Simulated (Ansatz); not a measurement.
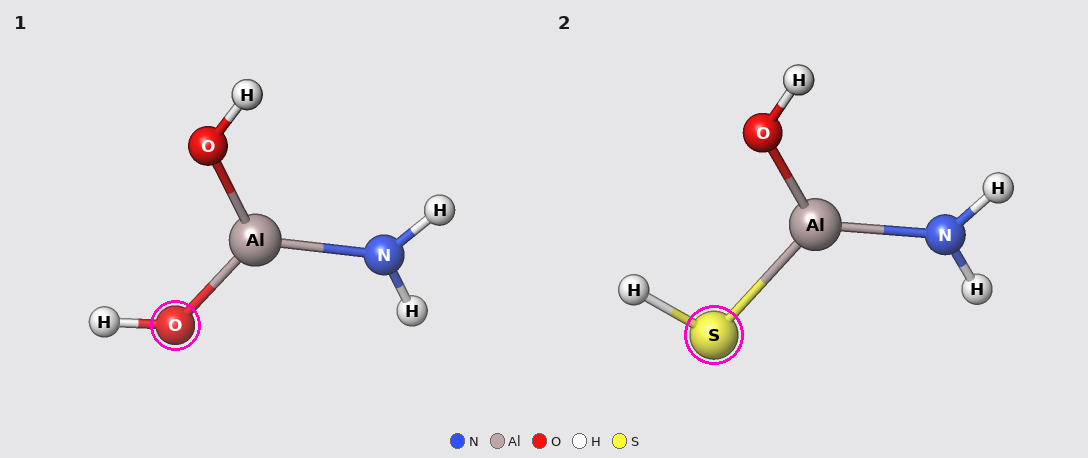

2 molecules with one skeleton, seen from the same side and at one scale; the atom that differs is circled. Charge 0, singlet. Computed geometries: PBE0-D4/def2-TZVP optimisations, one conformation each. Properties computed with Ansatz 0.2.0.

One atom differs, called X below: O in panel 1, S in panel 2. Their formulas are AlH4NO2 (`[NH2][Al]([OH])[OH]`), AlH4NOS (`[NH2][Al]([OH])[SH]`).

In which is the length of X–Al larger (PBE0-D4/def2-TZVP)?

Answer. In panel 2 (X = S).

In which is the length of X–H larger (PBE0-D4/def2-TZVP)?

Answer. In panel 2 (X = S).

Give the values. With PBE0-D4/def2-TZVP: length of X–Al (Å), length of X–H (Å), angle Al–X–H (°). With PBE-D4/def2-TZVPP: dipole moment (D), HOMO energy (Kohn–Sham orbital) (eV), HOMO–LUMO gap (eV).

| quantity | 1 (O) | 2 (S) | 2 − 1 |
| --- | --- | --- | --- |
| length of X–Al (Å) | 1.692 | 2.178 | +0.486 |
| length of X–H (Å) | 0.955 | 1.345 | +0.390 |
| angle Al–X–H (°) | 122.2 | 91.5 | −30.7 |
| dipole moment (D) | 1.57 | 2.51 | +0.94 |
| HOMO energy (Kohn–Sham orbital) (eV) | −5.88 | −5.96 | −0.08 |
| HOMO–LUMO gap (eV) | 4.88 | 4.91 | +0.03 |
